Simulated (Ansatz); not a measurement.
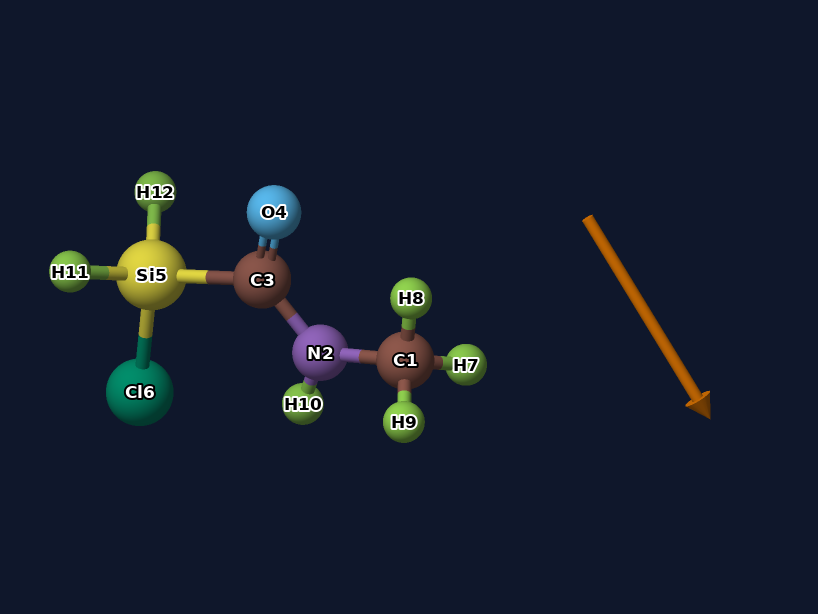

The arrow beside the molecule shows the direction of the dipole moment, from the negative to the positive end (its length means nothing). Computed geometry: PBE0-D4/def2-TZVP optimisation. No frequency run is at hand to confirm it as a minimum. Method: RKS PBE-D4/def2-TZVPP (Ansatz 0.2.0).

### Estimate the dipole moment.

2.58 D; it points from the side of H11, H12 to the side of H7, H9 (the outermost atoms at the two ends).
